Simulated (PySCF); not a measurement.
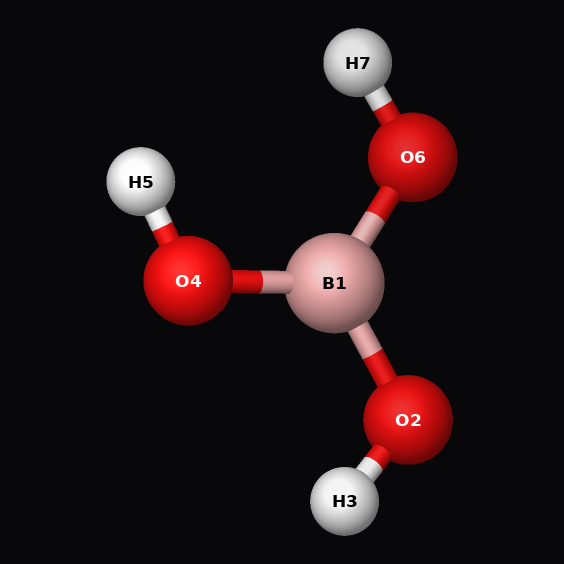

Computed geometry: PBE0-D3(BJ)/def2-SVP optimisation. No frequency run is at hand to confirm it as a minimum. Properties computed with delta-SCF UKS SCAN, pcX-2 on the ionised atom (unc-x2c-TZVPall on a metal), pcseg-1 elsewhere, spin-free X2C (PySCF 2.14.0).

Give the core-electron binding energies (to vacuum) of B1 1s, O2 1s.

```tsv
atom	level	binding energy (eV)
B1	1s	198.5
O2	1s	539.1
```
